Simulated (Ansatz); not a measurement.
# Frequency calculation, with input and output: ZrN2H6Cl2

- system: ZrN2H6Cl2
- method: RKS PBE/def2-SVP (Ansatz 0.2.0)

It belongs to a series of runs on one base structure; here: vibrations at the highest image of the band.

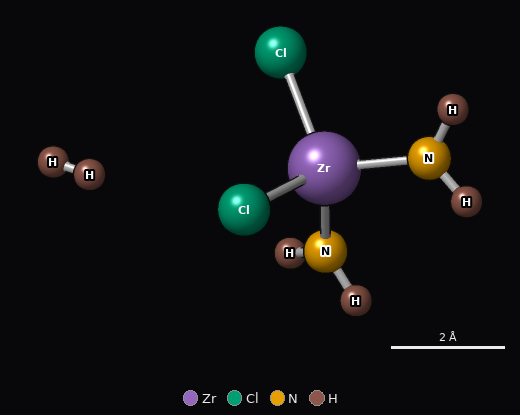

**Figure 1.** The structure (ball-and-stick view, seen at a tilt). Sticks mark near contacts.

The input:
```yaml
crystal:
  periodic: [false, false, false]
  atoms:
    - { symbol: Zr, position_ang: [-0.551396, 0.130508, 0.006634] }
    - { symbol: Cl, position_ang: [-1.068377, 0.095053, 2.322201] }
    - { symbol: Cl, position_ang: [1.812582, -0.034291, -0.339207] }
    - { symbol: "N", position_ang: [-1.15266, 1.848483, -0.870948] }
    - { symbol: H, position_ang: [-1.264669, 2.755375, -0.398581] }
    - { symbol: H, position_ang: [-1.309137, 1.996531, -1.876383] }
    - { symbol: "N", position_ang: [-1.405139, -1.416966, -0.973642] }
    - { symbol: H, position_ang: [-1.63065, -2.321514, -0.538443] }
    - { symbol: H, position_ang: [-1.596179, -1.494897, -1.980348] }
    - { symbol: H, position_ang: [2.629342, -2.081962, 1.689852] }
    - { symbol: H, position_ang: [2.721582, -2.59472, 2.255965] }
basis:
  gaussian: { orbitals: def2-SVP }
hamiltonian:
  xc: pbe
phonons: {}
```

Hardware: 4 threads of Arm Neoverse V1, 24 GiB of memory available, shared host.

Command:
```bash
ansatz run input.yaml --threads 4 --pin off --max-ram 5120MiB --backend cpu --events-out ev --progress --plain --runs-dir out
```

Log:
```
Engine: ansatz 0.2.0, aarch64-unknown-linux-gnu
Functional definition: PBE
  parameter kappa = 0.804
  parameter beta = 0.06672455060314922
  exchange = pbe_x(kappa = kappa, mu = beta*pi^2/3)
  correlation = pbe_c(beta = beta)
1360 factors; their error is unknown
mean field evaluation 1: about -29368.0419 eV, gradient 9.2e1 eV
mean field evaluation 2: about -29223.5561 eV, gradient 2.3e2 eV
mean field evaluation 4: about -29383.0459 eV, gradient 3.0e1 eV
mean field evaluation 8: about -29385.6485 eV, gradient 1.9e-1 eV
mean field evaluation 16: about -29385.5921 eV, gradient 2.2e-3 eV
mean field -29385.59206250 eV, -1079.9005900274 hartree, gradient 1.1e-5 eV, S^2 0.000000; 0 other end points of the search recorded, 0 dependent functions left out
the calculation of the forces begins
reference -29385.59215528 eV, -1079.9005934367 hartree; 33, 33 occupied and 92, 92 virtual orbitals, 1360 factors
these checks for a lower state are left out or cut short: stability, starts, cluster_reference, orbital_swaps, neighbouring_geometries, increment
1360 factors; their error is unknown
mean field -29385.59202260 eV, -1079.9005885608 hartree, gradient 2.7e-6 eV, S^2 0.000000; 0 other end points of the search recorded, 0 dependent functions left out
[... from here on the field's lines of each further geometry are left out, up to the last ...]
the calculation of the forces begins
reference -29385.59209775 eV, -1079.9005913227 hartree; 33, 33 occupied and 92, 92 virtual orbitals, 1360 factors
these checks for a lower state are left out or cut short: stability, starts, cluster_reference, orbital_swaps, neighbouring_geometries, increment
1360 factors; their error is unknown
mean field -29385.59200595 eV, -1079.9005879491 hartree, gradient 2.5e-6 eV, S^2 0.000000; 0 other end points of the search recorded, 0 dependent functions left out
the calculation of the forces begins
reference -29385.59209873 eV, -1079.9005913585 hartree; 33, 33 occupied and 92, 92 virtual orbitals, 1360 factors
WARN: phonons: modes at or below zero, which the zero-point energy, F, S and C_V leave out: 2, the lowest at -210.12 cm⁻¹. A minimum has none, and a first-order saddle one
Total energy: -29385.59215528 eV, -1079.9005934367 hartree
Atom 0 at    -0.551396     0.130508     0.006634 Å, force     0.010799     0.015126    -0.006234 eV/Å
Atom 1 at    -1.068377     0.095053     2.322201 Å, force    -0.001885     0.001996     0.002700 eV/Å
Atom 2 at     1.812582    -0.034291    -0.339207 Å, force    -0.002114    -0.001945     0.004639 eV/Å
Atom 3 at    -1.152660     1.848483    -0.870948 Å, force    -0.016157     0.017312    -0.015251 eV/Å
Atom 4 at    -1.264669     2.755375    -0.398581 Å, force     0.004862    -0.022848     0.004186 eV/Å
Atom 5 at    -1.309137     1.996531    -1.876383 Å, force     0.004882    -0.003594     0.006994 eV/Å
Atom 6 at    -1.405139    -1.416966    -0.973642 Å, force    -0.004578    -0.017123     0.013090 eV/Å
Atom 7 at    -1.630650    -2.321514    -0.538443 Å, force     0.000537     0.007402    -0.005458 eV/Å
Atom 8 at    -1.596179    -1.494897    -1.980348 Å, force     0.003898     0.006300    -0.001255 eV/Å
Atom 9 at     2.629342    -2.081962     1.689852 Å, force    -0.000571     0.001119    -0.003168 eV/Å
Atom 10 at     2.721582    -2.594720     2.255965 Å, force     0.000328    -0.003745    -0.000244 eV/Å
Dipole moment:    -0.585847     0.084356    -0.590086 e Å
Vibrations: -210.12 -13.43 20.18 82.33 111.42 130.39 134.16 143.71 156.16 240.32 269.81 288.27 358.81 378.77 402.02 451.10 472.05 484.56 644.76 647.01 1442.78 1449.00 3434.76 3437.67 3523.51 3526.96 4254.29 cm⁻¹, zero-point energy 1.641849 eV
```

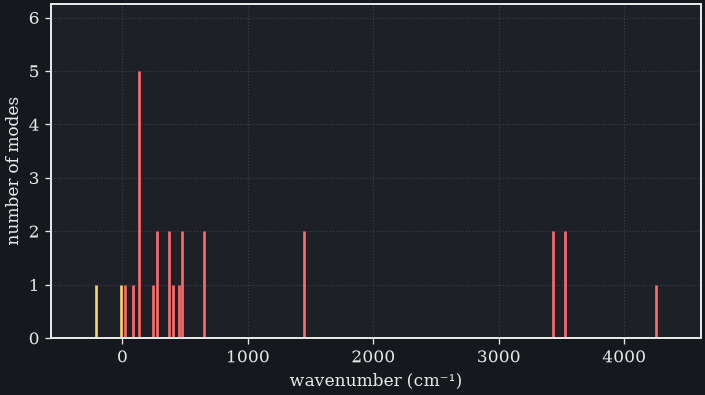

**Figure 2.** Harmonic vibrational wavenumbers from the force constants; neighbouring modes closer than 20 cm⁻¹ are counted in one stick, and imaginary ones are drawn at negative wavenumbers. 27 modes from 210i to 4254 cm⁻¹, 2 imaginary beyond 8i (210i, 13i cm⁻¹): not a minimum.

Key numbers:

```tsv
quantity	value
outcome	converged
total energy	−29385.5922 eV
mean-field energy	−29385.5922 eV
largest force (length of the vector)	0.028 eV/Å
wall time	79 s (CPU time 4.8 min)
peak memory	0.19 GiB
```
